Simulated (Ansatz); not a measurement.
Formation energy of the localised charge states of Ti on the Si site (Ti_Si) in alpha quartz (start: the Si site; 243-site cell, Γ-point sampling) against the Fermi level, O-rich (Δμ(Si) = -8.33 eV, Δμ(Ti) = -9.15 eV, bounded by anatase TiO2; only phases computed here count, gases as isolated molecules at 0 K). Method: PBE, PAW (plane waves to 420 eV; Ansatz, a first-principles code).

Charges with a result: +1, 0, −1. Others weren't obtained, and one of them could lie lower, also by skipping a charge.

Set-up: 243-site cell; Γ-point k-points; host gap 5.68 eV; charged states image-corrected; no Hubbard U; energies good to tenths of an eV; flagged in the runs: a host whose relaxation on this sampling wasn't shown to rest, a strain field that reaches the edge of the cell, zone-centre sampling.

Left out: charge +1 (carrier in host band states).

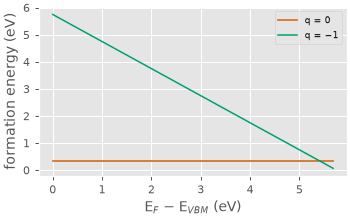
Figure: Formation energy of each charge state against the Fermi level

Crossings of the lowest lines: (0/−1) at 5.41 eV. At the valence-band maximum: q = 0: 0.33 eV; q = −1: 5.75 eV.
